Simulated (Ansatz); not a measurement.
System Ag2Ir (space group Pn-3m, No. 224); source of the atomic positions: coordinates from a relaxation (final pressure about 68 GPa) with DFT, PAW plane waves, pbesol (Ansatz 0.2.0); the starting structure was generated, so it need not be a known form of this composition.

```cif
data_structure
_symmetry_space_group_name_H-M 'P 1'
_symmetry_Int_Tables_number 1
_cell_length_a 4.9031
_cell_length_b 4.9031
_cell_length_c 4.9031
_cell_angle_alpha 90.000
_cell_angle_beta 90.000
_cell_angle_gamma 90.000
_cell_volume 117.87
loop_
_atom_site_label
_atom_site_type_symbol
_atom_site_fract_x
_atom_site_fract_y
_atom_site_fract_z
_atom_site_occupancy
Ir1 Ir 0.00000 0.00000 0.00000 1
Ir2 Ir 0.50000 0.50000 0.50000 1
Ag1 Ag 0.25000 0.25000 0.25000 1
Ag2 Ag 0.75000 0.75000 0.25000 1
Ag3 Ag 0.25000 0.75000 0.75000 1
Ag4 Ag 0.75000 0.25000 0.75000 1
```

Bonds are taken as Ag–Ir below 2.4 Å; no other contact counts. The graph is simplified in the usual way: terminal and isolated atoms are pruned, two-connected atoms become edges.

Derive the underlying net.

The result is a uninodal 4-connected, three-periodic net: Ir is a 4-connected node. Ag becomes part of the edges. It is the dia net, known from diamond, zinc blende and cristobalite. Two identical nets interpenetrate without a bond between them.

| node | links | point symbol | coordination sequence |
| --- | --- | --- | --- |
| Ir | 4 | 6^6 | 4 12 24 42 |

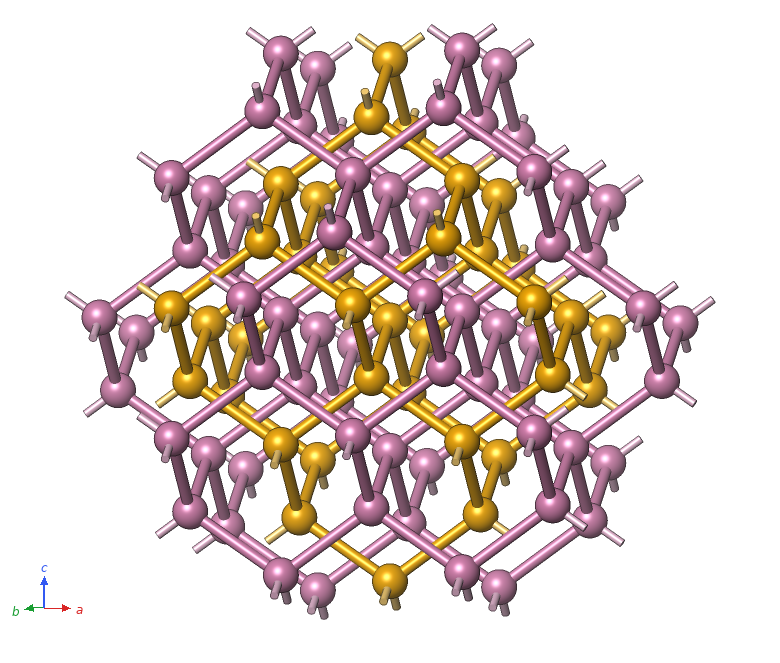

Colours tell the separate nets apart. Edges to nodes outside the piece are drawn as stubs.
